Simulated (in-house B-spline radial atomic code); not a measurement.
## RPA and GW calculation for Rb⁸⁺

Rb⁸⁺, configuration [Ar] 3d10 4s1. Computed at this level: RPA, second-order and SOSEX correlation energies and G0W0 (contour deformation) on a non-relativistic mean field, all electrons, B-spline basis (in-house B-spline radial atomic code).

**Results in brief**

```tsv
quantity	value
outcome	converged
mean-field total energy	−2921.21176 hartree
total energy with exact exchange alone	−2920.14665 hartree
exact exchange energy	−94.30242 hartree
RPA correlation, extrapolated in the angular momentum of the empty orbitals	−2.15592 hartree
RPA correlation, as summed	−2.12839 hartree
direct second-order term	−2.39713 hartree
second-order exchange term	0.70180 hartree
SOSEX term	0.65986 hartree
hardware	1 CPU thread, shared host
wall time	2.8 s
```

**Remarks**

Relativity is left out, which matters for an atom this heavy. To bear in mind: relativity is absent.

**Input file**
```
Z = 37
electrons = 29.0
configuration = [Ar] 3d10 4s1
hamiltonian = nr
method = lc_wpbe
lmax = 9
spin_polarised = True
box_radius = 7.7
intervals = 49
ion_configuration = [Ar] 3d10
```

The run was one of a batch that the task file lists, launched with:
```bash
python <driver script> task.json out
```

The program writes its results to a structured record and prints no log; tables and figures of this report are taken from that record.

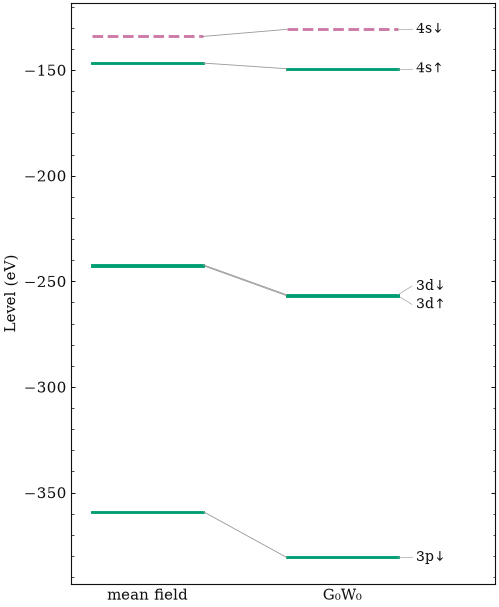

Mean-field and G₀W₀ levels (solid occupied, dashed empty) for Rb⁸⁺ ([Ar] 3d¹⁰ 4s). All-electron spherical atom, non-relativistic, LC-wPBE start, no spin-orbit coupling, Breit or QED terms; computed with a B-spline radial code. The quasi-particle equation is solved at full frequency; levels of low quasi-particle weight Z are left out. Σ columns are in eV, and Σc holds an estimate for the angular momenta beyond the basis. G₀W₀ moves the highest occupied level, 4s↑, from −146.72 to −149.38 eV (renormalisation factor Z = 0.98); the measured removal energy is 150.63 eV, so the error is −1.24 eV. The empty level 4s↓ goes from −134.09 to −130.76 eV.

| Level | Mean field (eV) | Σx − vxc (eV) | Σc (eV) | Z | G₀W₀ (eV) |
| --- | --- | --- | --- | --- | --- |
| 4s↓ | −134.09 | 5.88 | −2.55 | 0.98 | −130.76 |
| 4s↑ | −146.72 | −0.77 | −1.90 | 0.98 | −149.38 |
| 3d↓ | −242.21 | −16.85 | 2.66 | 0.97 | −256.41 |
| 3d↑ | −242.60 | −16.82 | 2.58 | 0.91 | −256.84 |
| 3p↓ | −359.02 | −28.60 | 6.88 | 0.87 | −380.74 |

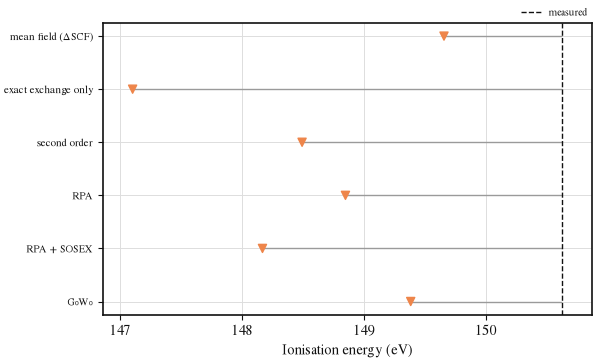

Ionisation energy of Rb⁸⁺ ([Ar] 3d¹⁰ 4s → [Ar] 3d¹⁰). Differences of total energies, each species on its own start, beside the G₀W₀ level.

| Method | Ionisation energy (eV) |
| --- | --- |
| mean field (ΔSCF) | 149.66 |
| exact exchange only | 147.10 |
| second order | 148.49 |
| RPA | 148.85 |
| RPA + SOSEX | 148.17 |
| G₀W₀ | 149.38 |

The values run from 147.10 eV (exact exchange only) to 149.66 eV (mean field (ΔSCF)). The measured value is 150.63 eV; nearest to it come mean field (ΔSCF) (−0.97) and G₀W₀ (−1.24), furthest exact exchange only (−3.53 eV).
